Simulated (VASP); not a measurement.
Band structure of BeMg3Te4 (ordered alloy cell). Method: PBEsol GGA, VASP's PBE PAW potentials (set 64) (plane waves; VASP).

Unless said otherwise, spin-orbit coupling is left out, though it shifts the bands of the heavy elements here.

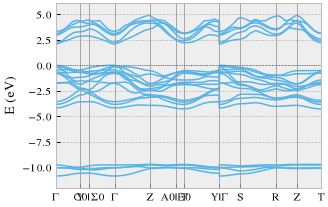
Figure: Bands along high-symmetry lines, zero at the valence-band maximum or, without a gap, the Fermi level

**Question.** Read the plot: is there a gap, and where are the band edges?

**Answer.** The gap is direct, 2.07 eV, from the valence maximum at Γ to the conduction minimum at Γ. (Edges off the drawn lines would not show.)

The structure was generated: BeMg3Te4 was put into an ordered model structure (Amm2), which need not be its known phase. It was relaxed first.
